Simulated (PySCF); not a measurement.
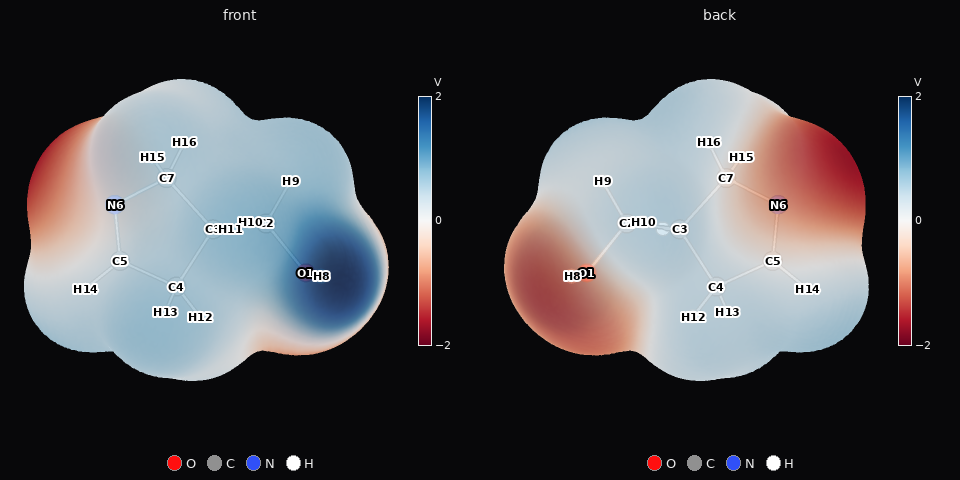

The picture shows: C$_{5}$H$_{9}$NO. The molecular electrostatic potential painted on the density surface at 0.001 e/bohr³, seen from the front and from behind; the colour scale runs from red (negative) to blue (positive).

Geometry: GFN2-xTB.

All numbers below come from PBE0/def2-SVPD, SCF density, gas phase in PySCF.

```yaml
atoms:
  - { symbol: O, position_ang: [1.9316, -1.3879, -0.6594] }
  - { symbol: C, position_ang: [1.4700, -0.0892, -0.3752] }
  - { symbol: C, position_ang: [0.2185, -0.0807, 0.5093] }
  - { symbol: C, position_ang: [-0.9311, -0.8521, -0.1596] }
  - { symbol: C, position_ang: [-1.8577, 0.2606, -0.5555] }
  - { symbol: N, position_ang: [-1.5636, 1.4090, -0.1359] }
  - { symbol: C, position_ang: [-0.3526, 1.3557, 0.6448] }
  - { symbol: H, position_ang: [2.1378, -1.8335, 0.1699] }
  - { symbol: H, position_ang: [2.2612, 0.5078, 0.1028] }
  - { symbol: H, position_ang: [1.2398, 0.3571, -1.3460] }
  - { symbol: H, position_ang: [0.4704, -0.4981, 1.4878] }
  - { symbol: H, position_ang: [-0.5905, -1.4297, -1.0197] }
  - { symbol: H, position_ang: [-1.4394, -1.5328, 0.5270] }
  - { symbol: H, position_ang: [-2.7388, 0.0987, -1.1555] }
  - { symbol: H, position_ang: [-0.6032, 1.6089, 1.6782] }
  - { symbol: H, position_ang: [0.3401, 2.1151, 0.2754] }
```

Question: Where is the surface potential most negative and most positive?

Answer: The most negative region (about −1.7 V, or −39 kcal/mol for a unit charge) lies over N6, the most positive (about +1.9 V, or +44 kcal/mol for a unit charge) over H8. N6 is the likeliest acceptor of a hydrogen bond.

Question: How polar is the molecule by this calculation?

Answer: Its dipole moment is 2.32 D.
